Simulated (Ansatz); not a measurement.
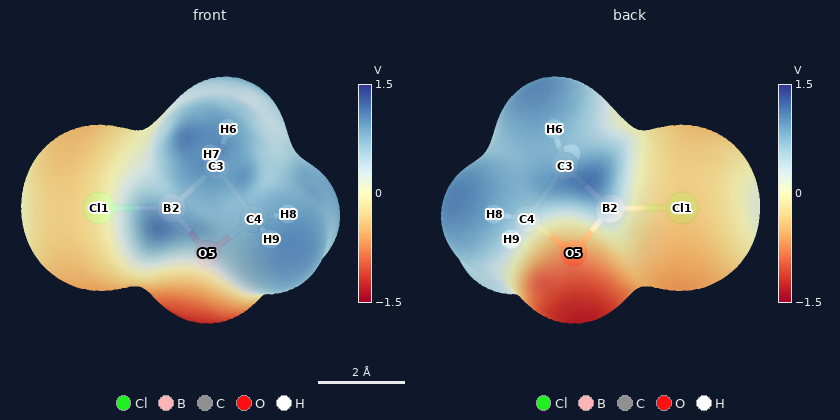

Figure 1: C2H4BClO (SMILES ClB1CCO1). The molecular electrostatic potential painted on the density surface at 0.002 e/bohr³, seen from the front and from behind; red is negative and blue positive.

Geometry: PBE0-D4/def2-TZVP.

Computed with Ansatz, RKS PBE0-D4/def2-TZVPP.

```xyz
9

Cl   -1.6279    2.1393    0.9096
B    -0.7341    0.7941    0.2572
C     0.6591    0.1010    0.4839
C     0.0912   -0.7774   -0.6370
O    -1.1635   -0.0318   -0.7336
H     1.5480    0.6748    0.2244
H     0.8155   -0.4007    1.4382
H     0.6185   -0.7319   -1.5905
H    -0.1183   -1.8137   -0.3695
```

Question: Where is the surface potential most negative and most positive?

Answer: The most negative region (about −1.3 V) lies over O5, the most positive (about +1.1 V) over B2, H7, H8 and H9. Cl1 shows a σ-hole: about +0.2 V at the tip opposite its bond, against about −0.5 V on its flanks. O5 is the likeliest acceptor of a hydrogen bond.
